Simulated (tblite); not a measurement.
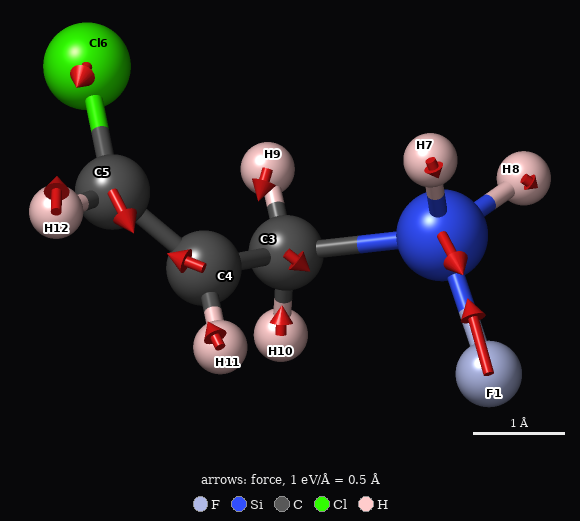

Starting geometry of C$_{3}$H$_{6}$ClFSi with the computed forces as red arrows. The picture is a ball-and-stick view, seen from a free direction.

The calculation used GFN2-xTB geometry optimisation, gas phase (tblite 0.8.0). 

> Is this structure relaxed? If not, where do the atoms go?

It isn't relaxed: the largest force vector, on the F atom, is 1.84 eV/Å. The final displacements have little in common with the starting forces (cosine between the two patterns 0.23). Over 77 geometry steps the energy falls by 0.379 eV. The Cl atom moves most after the best rigid fit: 0.71 Å. Largest moves by element: Cl 0.71 Å, H 0.58 Å, F 0.55 Å, C 0.23 Å, Si 0.16 Å. Some distances before and after: F–Si 1.695 → 1.612 Å, H–Si 1.481 → 1.452 Å, C–H 1.103 → 1.077 Å, C–Cl 1.750 → 1.727 Å. Among the angles between lasting bonds that change: Cl–C–H 122.3° → 113.2°, F–Si–H 113.3° → 105.0°, C–C–H 116.5° → 124.0°. Groups turn about C–C by about 25°. The run took 0.5 s on 1 thread of Intel(R) Xeon(R) CPU @ 2.60GHz, with other jobs on the host.
